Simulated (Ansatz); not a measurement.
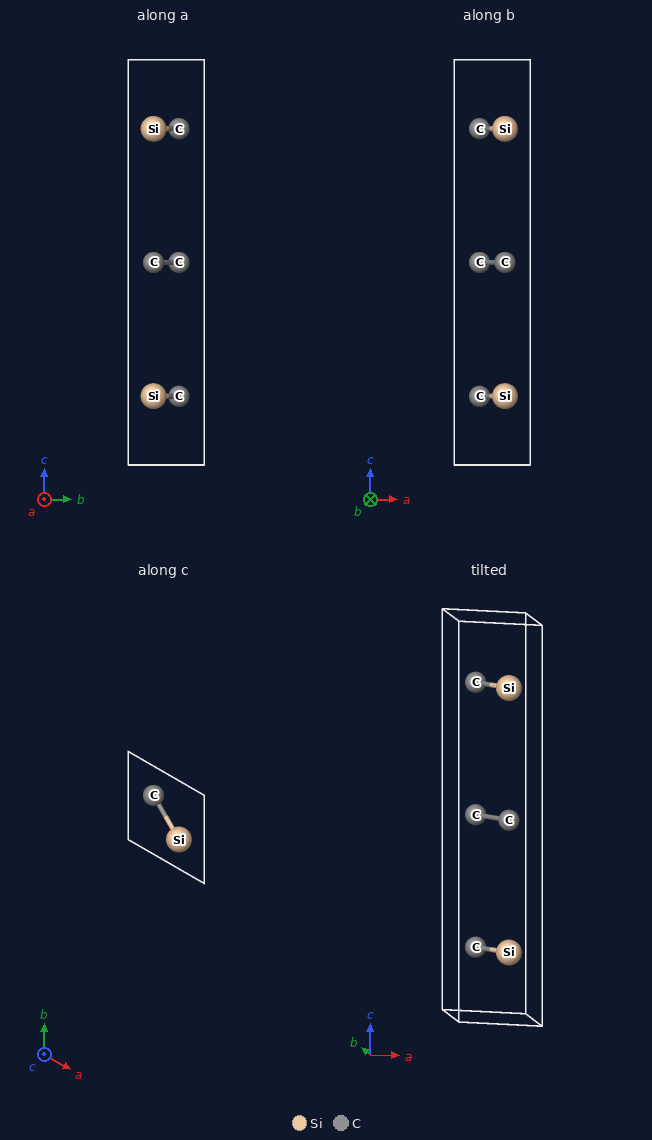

Ball-and-stick drawing of the structure, looking along the a axis, along the b axis, along the c axis and slightly off an axis. The frame is the conventional unit cell; atoms at its boundary are shown with their periodic copies.

Lattice parameters: a = 2.936 Å, b = 2.936 Å, c = 13.493 Å, α = 90.00°, β = 90.00°, γ = 120.00°. Put a along x and b in the xy plane.

**Give the structure in the form of a POSCAR file, with free fractional coordinates to two decimals.**

```
Si C
1.0
     2.936    0.000    0.000
    -1.468    2.543    0.000
     0.000    0.000   13.493
Si C
2 4
Direct
  0.6667 0.3333 0.83
  0.6667 0.3333 0.17
  0.3333 0.6667 0.83
  0.3333 0.6667 0.17
  0.3333 0.6667 0.50
  0.6667 0.3333 0.50
```

Starting structure: a structure type filled with these elements by a generator (whether the compound takes this form wasn't checked). Earlier steps of the study, as a rule a relaxation of our own, may have changed the cell and positions, so they can lie some per cent off the listed ones. Ansatz was used for an electronic-structure calculation on it.
